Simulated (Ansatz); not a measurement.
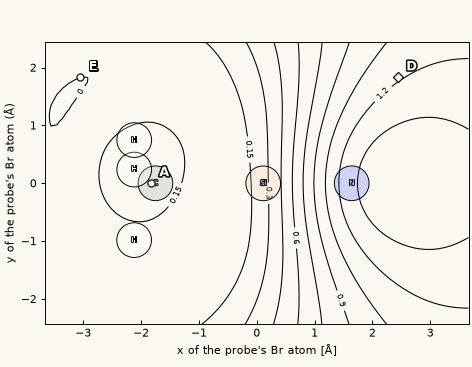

CH₃NSi (SMILES C[Si]#N) with the probe Br-. The probe is moved over a plane parallel to the molecule's main plane, 3.00 Å above it. The first coordinate is: x of the probe's Br atom; the second: y of the probe's Br atom. Nothing is relaxed (molecule and probe rigid). Grid: 13 × 9 points. Points are written as (first, second). Energies: eV, counted from the lowest grid point. Level of theory: RHF/def2-SVPD (Ansatz 0.2.0).

The picture shows contour lines labelled in eV, labelled circles for the molecule's atoms, projected on the plane, lettered points. Between grid points the surface is interpolated.

Q: Is D the lowest point of the computed grid?

A: No. D lies 1.19 eV above the lowest grid point, which is at (−3.05 Å, 1.83 Å) [nearest 1 H at 2.70 Å].

Q: Rank the lettered points by energy, lowest first.

A: E (0.00 eV), A (0.24 eV), D (1.19 eV).
